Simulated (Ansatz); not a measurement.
# CHAl (singlet): trial inputs and their diagnosis at angle Al1–C2–H3 = 142.4°

3 inputs are run for CHAl (singlet) as typed; the log has to tell whether the result can be used and what must change.

Computed with Ansatz 0.2.0, Gaussian basis. Level: the settings change from run to run.

14 further runs of the same task are left out: 2 for a mislabelled method, 8 that didn't finish, 4 set aside as unsound or not needed.

### Step 1. The geometry

The geometry derives from a PBE0/def2-TZVP stationary point (not a proven minimum). One angle is set to the value named; bond lengths are kept.

3 atoms, charge 0, spin multiplicity 1.

Atoms are counted from 1 here; the program's logs count them from 0.

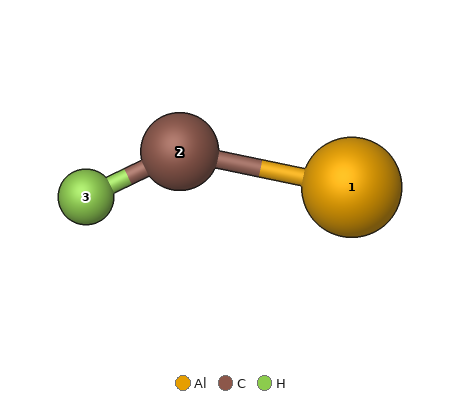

The structure; aluminium amber, carbon brown, hydrogen green; atoms are numbered from 1 in the order of the file.

### Step 2. Input 1

in.yaml

```yaml
crystal:
  periodic: [false, false, false]
  atoms:
    - {symbol: Al, position_ang: [0.000000, -0.005870, 0.624344]}
    - {symbol: C, position_ang: [0.000000, -0.038409, -1.225855]}
    - {symbol: H, position_ang: [0.000000, 0.614829, -2.105683]}
basis:
  gaussian: {orbitals: def2-SVPD}
correlation: {method: fic_mrcisd_q, electrons: outside_noble_gas, active_space: {window: {electrons: 2, orbitals: 2}, states: [{multiplicity: 1, irrep: 12, weights: [1]}]}}
```

On the command line:

```
ansatz run in.yaml --threads 1 --pin off --events-out ev --progress --plain --max-ram 2393MiB
```

Output:

```text
Functional definition: HF
  name "HF"
  cite "Fock, Z. Phys. 61, 126 (1930) doi:10.1007/BF01340294"
  parent pbe
  exchange = exact_x
  correlation = 0
the irreps are read with x along [0.000, 1.000, 0.000], y along [0.000, 0.000, 1.000] and z along [1.000, 0.000, 0.000] of the geometry given
823 factors; integrals over basis functions are off by at most 1.6e-7 eV
mean field evaluation 1: about -7616.2638 eV, gradient 3.0e1 eV
mean field evaluation 2: about -7616.2657 eV, gradient 3.0e1 eV
mean field evaluation 4: about -7620.6169 eV, gradient 4.6e0 eV
mean field evaluation 8: about -7621.1870 eV, gradient 1.6e-1 eV
mean field evaluation 16: about -7621.1982 eV, gradient 4.6e-1 eV
mean field evaluation 32: about -7619.0659 eV, gradient 7.7e0 eV
mean field evaluation 64: about -7621.2886 eV, gradient 9.3e-2 eV
mean field evaluation 96: about -7620.7084 eV, gradient 9.7e0 eV
mean field -7621.28870170 eV, -280.0771938923 hartree, gradient 8.9e-7 eV, S^2 0.000000; 8 other end points of the search recorded, 0 dependent functions left out; unrestricted orbitals would lower it
reference -7621.28870170 eV, -280.0771938923 hartree; 10, 10 occupied and 42, 42 virtual orbitals, 823 factors
Error: the irrep 12 is not accepted for these orbitals, which take A', A'', or 1 to 2
```

Wall time 1.1 s (1 thread of Arm Neoverse V1, shared host).

What is wrong: The run stopped with an error. The symmetry label isn't in the molecule's group. To mend it, name an irrep that the log lists.

### Step 3. Input 2

in.yaml

```yaml
crystal:
  periodic: [false, false, false]
  atoms:
    - {symbol: Al, position_ang: [0.000000, -0.005870, 0.624344]}
    - {symbol: C, position_ang: [0.000000, -0.038409, -1.225855]}
    - {symbol: H, position_ang: [0.000000, 0.614829, -2.105683]}
basis:
  gaussian: {orbitals: cc-pVTZ}
correlation: {method: sc_nevpt2, electrons: outside_noble_gas, active_space: {window: {electrons: 2, orbitals: 2}}}
accuracy: high
scf: {lower_state_search: off}
magnetization: {spin_polarized: true, initial_magnetization: 0}
```

The command is unchanged.

Output:

```text
Error: invalid value for `correlation.active_space`: it starts from restricted Hartree–Fock orbitals; set hamiltonian.xc: hf without magnetization.spin_polarized
```

It took 0.03 s on 1 thread of Arm Neoverse V1, shared host.

**Diagnosis.** The run was refused. An active space is asked on unrestricted orbitals. To mend it, drop spin_polarized: true.

### Step 4. Input 3

in.yaml

```yaml
crystal:
  periodic: [false, false, false]
  atoms:
    - {symbol: Al, position_ang: [0.000000, -0.005870, 0.624344]}
    - {symbol: C, position_ang: [0.000000, -0.038409, -1.225855]}
    - {symbol: H, position_ang: [0.000000, 0.614829, -2.105683]}
basis:
  gaussian: {orbitals: STO-3G}
hamiltonian: {xc: r2scan}
correlation: {active_space: {window: {electrons: 2, orbitals: 2}}}
```

Same command.

Output:

```text
Error: invalid value for `correlation.active_space`: it starts from restricted Hartree–Fock orbitals; set hamiltonian.xc: hf without magnetization.spin_polarized
```

Wall time 0.03 s (1 thread of Arm Neoverse V1, shared host).

What is wrong: The run was refused. An active space is asked on a functional's orbitals. Cure: start from Hartree-Fock.

### Step 5. How the runs ended

```
input                    level                ended                                                cause    time
    1  MRCISD+Q(2,2)/def2-SVPD  stopped by an error     the symmetry label isn't in the molecule's group   1.1 s
    2      NEVPT2(2,2)/cc-pVTZ              refused    an active space is asked on unrestricted orbitals  0.03 s
    3       CASSCF(2,2)/STO-3G              refused  an active space is asked on a functional's orbitals  0.03 s
```

1 stopped by an error, 2 refused.
